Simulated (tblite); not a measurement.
# Run report: C$_{6}$H$_{7}$NO, saddle-point search

System: C$_{6}$H$_{7}$NO, SMILES C#CC(=O)N(C)C=C.
Method: GFN2-xTB saddle search (eigenvector following) and harmonic vibrations, gas phase (tblite 0.8.0).

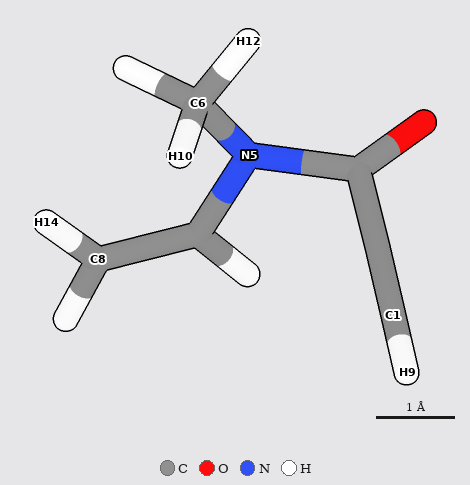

*The input geometry (stick view, seen at a tilt; atoms are numbered from 1 in the order of the input).*

Bond lengths as drawn: C–C 1.20 to 1.44 Å, C–H 1.05 to 1.10 Å, C–N 1.39 to 1.45 Å and C–O 1.20 Å.

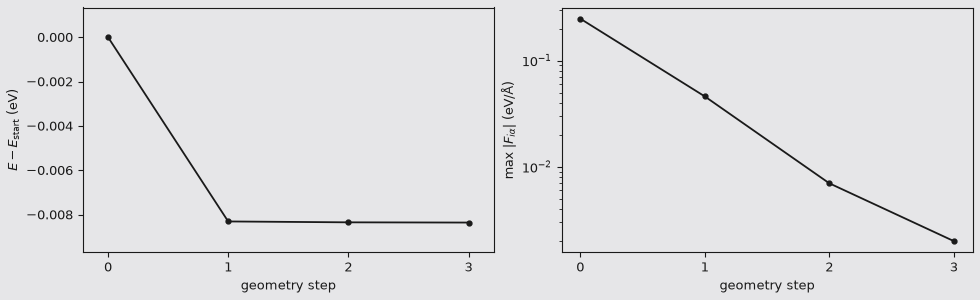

*Progress of the saddle-point search, step by step (steps are counted from 0).*

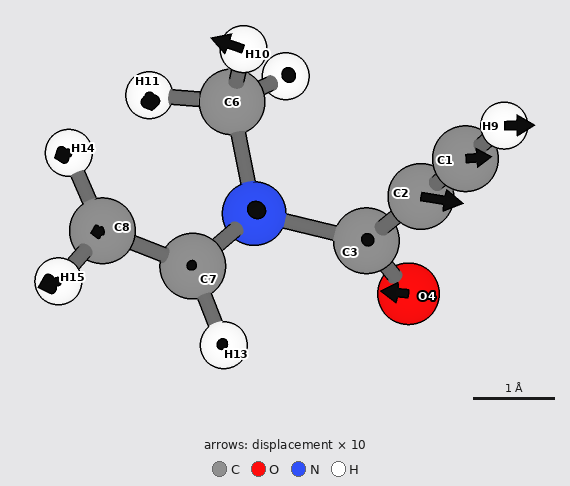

*The starting structure with the displacements as black arrows, magnified 10 times (ball-and-stick view, seen at a tilt). The two geometries are laid on each other by the best rigid fit.*

After 3 geometry steps the energy has fallen by 0.008 eV. The largest force component goes from 0.25 to 0.002 eV/Å. C2 moves most after the best rigid fit: 0.055 Å. By element the largest moves are C 0.055 Å, H 0.044 Å, O 0.037 Å, N 0.031 Å. Among the angles that change: C1–C2–C3 179.2° → 176.0°. (Atoms are counted from 1 in the order of the input.)

The input and output of the run follow.

### Input
```
{"job": {"xc": "GFN2-xTB", "basis": "xTB", "kind": "saddle"}, "charge": 0, "multiplicity": 1}
C      3.072275    -0.963408     0.947207
C      2.255627    -0.311195     0.354673
C      1.264330     0.462049    -0.343508
O      1.502533     1.399237    -1.051909
N     -0.054464    -0.042037    -0.086938
C     -0.544795     0.239210     1.246460
C     -0.360113    -1.255826    -0.685861
C     -1.243609    -2.149050    -0.260021
H      3.785025    -1.535590     1.466355
H     -0.158961    -0.466326     1.991141
H     -1.633049     0.191267     1.234665
H     -0.242375     1.249082     1.523085
H      0.172210    -1.405480    -1.616721
H     -1.791309    -2.045622     0.658258
H     -1.451444    -3.022679    -0.848982
```

The first line tells a small driver script what to run in tblite; the rest is the geometry in Å.

Launch command:
```bash
OMP_NUM_THREADS=1 python <driver script> task.json out
```

### What the program printed
```
step      E/eV     max force
  0    -633.54175   0.3060
  1    -633.55006   0.0588
  2    -633.55010   0.0110
  3    -633.55011   0.0028
lowest wavenumbers (cm-1): -142.2 69.4 133.6 150.0 173.2 215.4
```

### Trajectory as extended XYZ (Å, eV, eV/Å), 4 frames, from step=0 to step=3
```
15
Properties=species:S:1:pos:R:3:forces:R:3 step=0 energy=-633.54175
C     3.0723   -0.9634    0.9472    0.0130  -0.0330   0.0350
C     2.2556   -0.3112    0.3547    0.2480   0.0890  -0.0080
C     1.2643    0.4620   -0.3435    0.0420  -0.0060  -0.0890
O     1.5025    1.3992   -1.0519   -0.1790  -0.1880   0.1620
N    -0.0545   -0.0420   -0.0869   -0.1220   0.0630  -0.0680
C    -0.5448    0.2392    1.2465    0.0050   0.0470  -0.0630
C    -0.3601   -1.2558   -0.6859    0.0410   0.0920  -0.0080
C    -1.2436   -2.1490   -0.2600    0.0020  -0.0280   0.0250
H     3.7850   -1.5356    1.4664   -0.0140  -0.0210   0.0030
H    -0.1590   -0.4663    1.9911   -0.0030  -0.0280   0.0220
H    -1.6330    0.1913    1.2347    0.0140   0.0040   0.0000
H    -0.2424    1.2491    1.5231   -0.0170  -0.0080  -0.0020
H     0.1722   -1.4055   -1.6167   -0.0150   0.0050  -0.0040
H    -1.7913   -2.0456    0.6583   -0.0110   0.0070  -0.0060
H    -1.4514   -3.0227   -0.8490   -0.0030   0.0050   0.0010
15
Properties=species:S:1:pos:R:3:forces:R:3 step=1 energy=-633.55006
C     3.0988   -0.9547    0.9518   -0.0160   0.0140  -0.0130
C     2.3016   -0.2872    0.3487    0.0010   0.0000  -0.0020
C     1.2723    0.4519   -0.3393    0.0240   0.0290  -0.0200
O     1.4685    1.3945   -1.0509   -0.0110  -0.0460   0.0350
N    -0.0402   -0.0613   -0.0750   -0.0030  -0.0040   0.0070
C    -0.5479    0.2344    1.2466   -0.0050  -0.0040   0.0040
C    -0.3604   -1.2635   -0.6830   -0.0040  -0.0020   0.0010
C    -1.2570   -2.1478   -0.2631    0.0030   0.0020  -0.0020
H     3.8146   -1.5250    1.4688    0.0000  -0.0010   0.0010
H    -0.1947   -0.4800    2.0015   -0.0050   0.0120  -0.0120
H    -1.6370    0.2113    1.2146    0.0160   0.0000  -0.0010
H    -0.2297    1.2378    1.5277   -0.0020  -0.0050   0.0010
H     0.1702   -1.4145   -1.6143    0.0000  -0.0010   0.0000
H    -1.8091   -2.0381    0.6518    0.0010   0.0000  -0.0010
H    -1.4781   -3.0140   -0.8581    0.0010   0.0040   0.0020
15
Properties=species:S:1:pos:R:3:forces:R:3 step=2 energy=-633.55010
C     3.1033   -0.9512    0.9518    0.0070  -0.0060   0.0060
C     2.3034   -0.2871    0.3492   -0.0070   0.0060  -0.0060
C     1.2733    0.4499   -0.3386    0.0010  -0.0020   0.0020
O     1.4679    1.3915   -1.0507   -0.0010   0.0020  -0.0020
N    -0.0389   -0.0640   -0.0732    0.0000  -0.0010   0.0010
C    -0.5478    0.2334    1.2473    0.0000   0.0000   0.0000
C    -0.3612   -1.2647   -0.6826   -0.0020  -0.0010   0.0010
C    -1.2606   -2.1469   -0.2648    0.0020   0.0020  -0.0010
H     3.8207   -1.5195    1.4690   -0.0010   0.0000   0.0000
H    -0.1965   -0.4804    2.0029    0.0000   0.0000   0.0000
H    -1.6365    0.2113    1.2137    0.0000   0.0000   0.0000
H    -0.2291    1.2364    1.5283    0.0000   0.0000   0.0000
H     0.1706   -1.4164   -1.6132    0.0000   0.0000   0.0000
H    -1.8138   -2.0365    0.6494    0.0000   0.0000   0.0000
H    -1.4829   -3.0121   -0.8606    0.0000   0.0010   0.0000
15
Properties=species:S:1:pos:R:3:forces:R:3 step=3 energy=-633.55011
C     3.1033   -0.9509    0.9517   -0.0010   0.0010  -0.0010
C     2.3041   -0.2862    0.3484    0.0010  -0.0010   0.0010
C     1.2733    0.4501   -0.3388    0.0000   0.0020  -0.0010
O     1.4666    1.3919   -1.0511    0.0000  -0.0020   0.0020
N    -0.0383   -0.0648   -0.0727    0.0010   0.0000   0.0000
C    -0.5477    0.2331    1.2475   -0.0010   0.0000   0.0010
C    -0.3608   -1.2651   -0.6822    0.0000   0.0000   0.0000
C    -1.2608   -2.1469   -0.2648    0.0000   0.0000   0.0000
H     3.8206   -1.5192    1.4690    0.0000   0.0000   0.0000
H    -0.1985   -0.4818    2.0030   -0.0010   0.0010  -0.0010
H    -1.6365    0.2132    1.2130    0.0020   0.0000   0.0000
H    -0.2273    1.2354    1.5292    0.0000  -0.0010   0.0000
H     0.1715   -1.4172   -1.6125    0.0000   0.0000   0.0000
H    -1.8145   -2.0360    0.6490    0.0000   0.0000   0.0000
H    -1.4831   -3.0120   -0.8607    0.0000   0.0000   0.0000
```

### Key numbers

```tsv
quantity	value
outcome	converged
total energy	−633.5501 eV
point group	C1
hardware	1 CPU thread, shared host
wall time	1.6 s
peak memory	0.19 GiB
```
